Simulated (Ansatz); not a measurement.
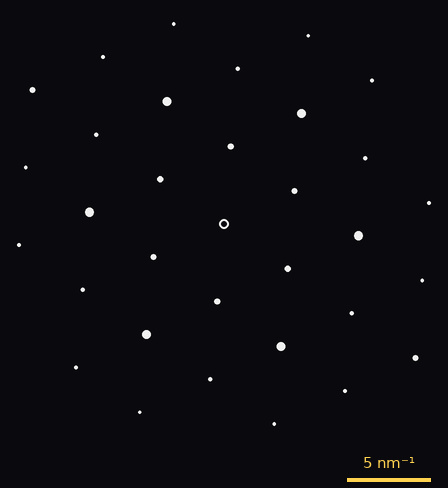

Computed electron diffraction pattern, 200 kV, single scattering only, B = 0.5 Å².

Phase: Co, space group P6_3/mmc (No. 194), a = 2.46 Å, c = 7.97 Å (hexagonal axes). Structure: the end point of a relaxation with Ansatz 0.2.0, DFT, m-r2SCAN, plane waves (500 eV) with PAW, scalar-relativistic; the starting structure was generated, so it need not be a known form of this composition.

```
Co
1.0
     2.45851    0.00000    0.00000
    -1.22926    2.12914    0.00000
     0.00000    0.00000    7.96970
Co
4
Direct
  0.00000 0.00000 0.00000
  0.00000 0.00000 0.50000
  0.33333 0.66667 0.25000
  0.66667 0.33333 0.75000
```

Q: Which low-index zone axis gives this pattern?

A: The spots form a hexagonal net with both shortest vectors at d = 2.13 Å, 60.0° apart. They index as 1 -1 0 and 1 0 0, so the zone axis is [001]. The zone [101] gives nearly the same net, so geometry alone does not settle it; this pattern was computed for [001].
